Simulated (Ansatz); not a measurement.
| atom | x (Å) | y (Å) | z (Å) |
| --- | --- | --- | --- |
| Sn | -0.4161 | 1.8923 | 0.0448 |
| O | 1.5786 | -0.0380 | 0.7367 |
| H | -1.7337 | 2.9090 | -0.4320 |
| H | -0.6704 | 1.4363 | 1.6696 |
| H | 1.0460 | 2.7278 | -0.2510 |
| H | -0.6447 | -1.4877 | -0.1059 |
| N | -0.6158 | 0.2327 | -1.1894 |
| H | 0.9861 | -0.8104 | 0.6737 |
| N | -0.5027 | -2.2898 | 0.5232 |
| H | 2.2996 | -0.2413 | 0.1314 |
| H | -1.3981 | 0.3476 | -1.8335 |
| H | 0.2163 | 0.1192 | -1.7674 |
| H | -0.4924 | -1.9989 | 1.4957 |
| H | 0.3474 | -2.7988 | 0.3043 |

Core potentials replace the inner electrons of Sn.

Computed with Ansatz 0.2.0, RKS PBE0-D4/def2-SVP.

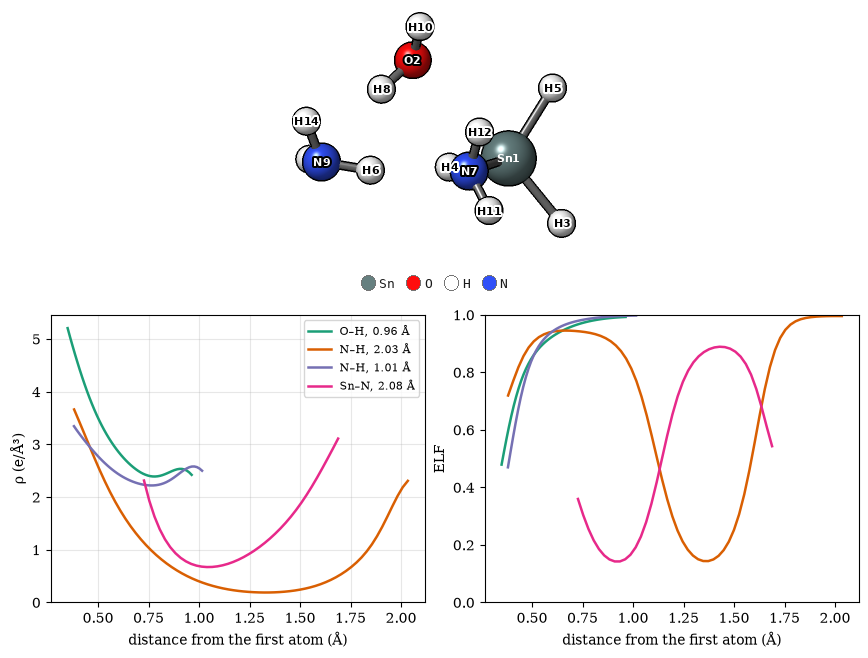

H5NSn···H2O···NH3. Electron density and ELF along straight lines between neighbouring atoms. The curves leave out the atomic cores. The structure is drawn too.

> What can be read from the curves?

O–H (0.96 Å): ρ is about 3.7 e/Å³ halfway; the ELF climbs to about 1 towards the hydrogen, as it does in any bond to H (a covalent bond by its length).
N7···H6 (2.03 Å): the density falls to about 0.19 e/Å³ on the way; the ELF dips to about 0.15 between them: by its geometry a hydrogen bond between the two molecules, with no shared pair.
N–H (1.01 Å): ρ is about 2.7 e/Å³ halfway; the ELF climbs to about 1 towards the hydrogen; a covalent bond by its length.
Sn–N (2.08 Å): ρ is about 0.67 e/Å³ halfway; the ELF peaks at about 0.90 in the valence shell of N, 0.6 Å from its nucleus, and drops to about 0.15 between the two atoms.
